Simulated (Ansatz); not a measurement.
**Loss of H2: C3H10OSi → C3H8OSi + H2**

Species: C3H10OSi `CCO[SiH2]C`, singlet; C3H8OSi `C=CO[SiH2]C`, singlet; H2 (hydrogen), singlet. 

Shapes, held fixed at every level: PBE0-D4/def2-TZVP. Flexible molecules stand in one conformer, not always the lowest. Programs: Ansatz 0.2.0. Electronic energies: no zero-point or thermal term.

| level | kind | ΔE (kJ/mol) | less CCSD(T)/CBS estimate |
| --- | --- | --- | --- |
| HF/def2-TZVPP | Hartree–Fock | +148.1 | +3.1 |
| r2SCAN-D4/def2-TZVPP | meta-GGA | +145.4 | +0.4 |
| B3LYP-D4/def2-TZVPP | global hybrid | +136.9 | -8.1 |
| wB97M-V/def2-TZVPP | range-separated hybrid | +147.3 | +2.3 |
| MP2/def2-TZVPP | perturbation theory | +148.1 | +3.1 |
| CCSD(T)/def2-TZVPP | coupled cluster or CI | +145.1 | +0.1 |
| CCSD/def2-TZVPP | coupled cluster or CI | +150.4 | +5.4 |
| CCSD(T)/CBS estimate | coupled cluster or CI | +145.0 | 0.0 |

The highest level, CCSD(T)/CBS estimate, gives ΔE = +145.0 kJ/mol; the levels span +136.9 to +150.4. The column of differences is taken from that level and isn't an error. No measured value is set beside it here. The CBS estimate extrapolates MP2 from def2-TZVPP and def2-QZVPP and adds CCSD(T) − MP2 in the triple-zeta set, cores frozen; for H2 it overshoots the exact energy by about 1 mEh.

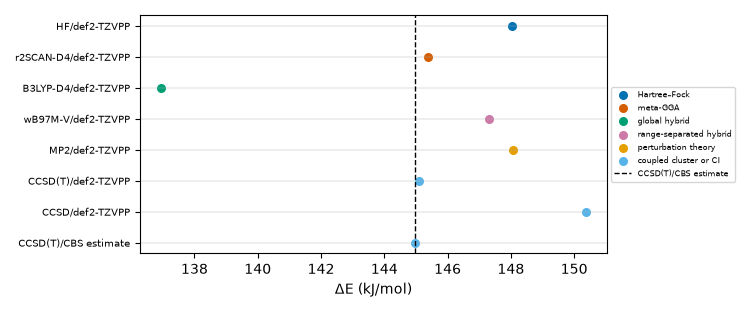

The values of the table, level by level.
